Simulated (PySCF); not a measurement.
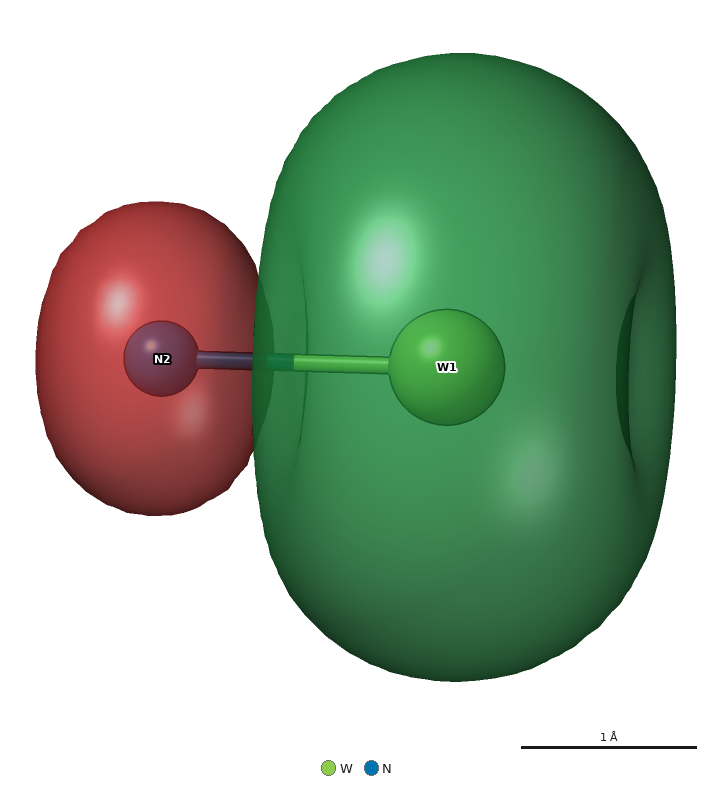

WN (quartet). Isosurfaces of the spin density at +0.04 (green) and −0.04 e/Å³ (red), seen from one side.

⟨S²⟩ = 3.83, above the pure value of 3.75; core potentials replace the inner electrons of W.

The calculation used PBE0/cc-pVDZ(-PP), non-relativistic Hamiltonian with scalar-relativistic core potentials where named, at a bond length of 1.656 Å (PySCF).

```xyz
2

W     0.0000    0.0000   -0.1171
N     0.0000    0.0000    1.5389
```

Q: Describe the spin distribution.

A: The unpaired spin (3 electrons) lies mostly on W1 (about 3.3), in electrons by Hirshfeld's partition, with opposite, polarisation-induced spin on N2.
